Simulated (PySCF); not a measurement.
## Electronic structure of C$_{4}$H$_{3}$ClN$_{2}$ (SMILES Clc1cnccn1) in real space

```xyz
10

Cl    2.5028   -1.6053    0.0115
C     1.0585   -0.6795    0.0005
C     1.0971    0.7154    0.0350
N    -0.0210    1.4133    0.0224
C    -1.1685    0.7493   -0.0220
C    -1.1966   -0.6374   -0.0520
N    -0.0781   -1.3467   -0.0416
H     2.0257    1.2655    0.0729
H    -2.0678    1.3474   -0.0321
H    -2.1166   -1.2035   -0.0846
```

Geometry: GFN2-xTB.

These are results of B3LYP/pcSseg-1, SCF density, gas phase, non-relativistic (PySCF 2.14.0), not measurements.

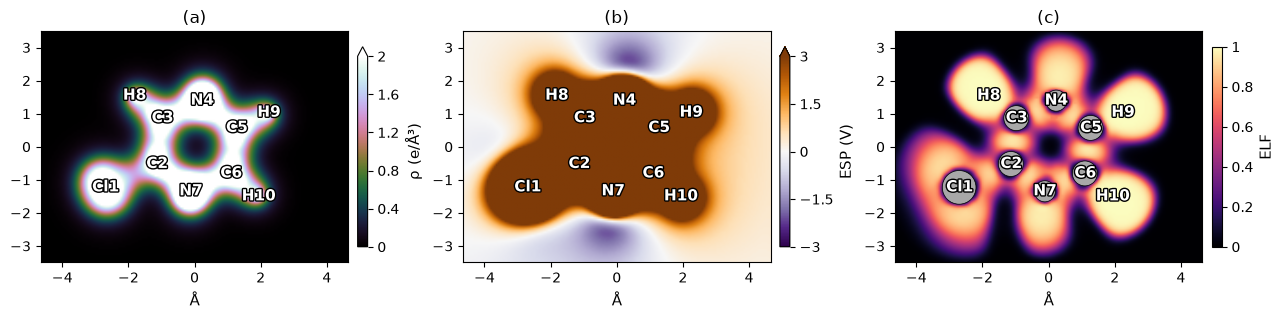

Figure 1. (a) total electron density; (b) electrostatic potential; (c) electron localisation function on the molecular plane. Grey discs cover the atomic cores in the ELF map.

Interpret the plot.

The section cuts through Cl, C, N and H sites. C–N (1.32 Å): ρ is about 2.5 e/Å³ halfway; the ELF peaks at about 0.90 between the atoms: a covalent bond. C–C (1.39 Å): ρ at the midpoint is about 2.1 e/Å³; the ELF peaks at about 0.95 between the atoms: localised, covalent bonding. C–Cl (1.72 Å): ρ at the midpoint is about 1.5 e/Å³; the ELF peaks at about 0.90 between the atoms; localised, covalent bonding. C–H (1.08 Å): ρ is about 2.1 e/Å³ halfway; the ELF climbs to about 1 towards the hydrogen, as it does in any bond to H; a covalent bond by its length. The ELF also peaks beside Cl1, N7 and N4, away from the bonds: lone-pair regions. Outside the dense part of the molecule the potential is most negative (−2.1 V) near N4.

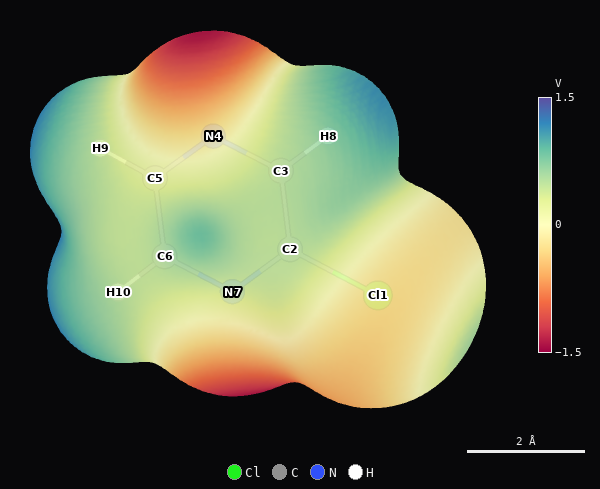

Figure 2. The molecular electrostatic potential painted on the density surface at 0.002 e/bohr³, seen at a tilt; red is negative and blue positive.

Which sites attract a positive test charge, and which a negative one?

A positive charge is drawn to the negative regions and a negative charge to the positive ones. The most negative region (about −1.4 V) lies over N4 and N7, the most positive (about +1.2 V) over C5, C6, H9 and H10. Cl1 shows a σ-hole: about +0.6 V at the tip opposite its bond, against about −0.3 V on its flanks.
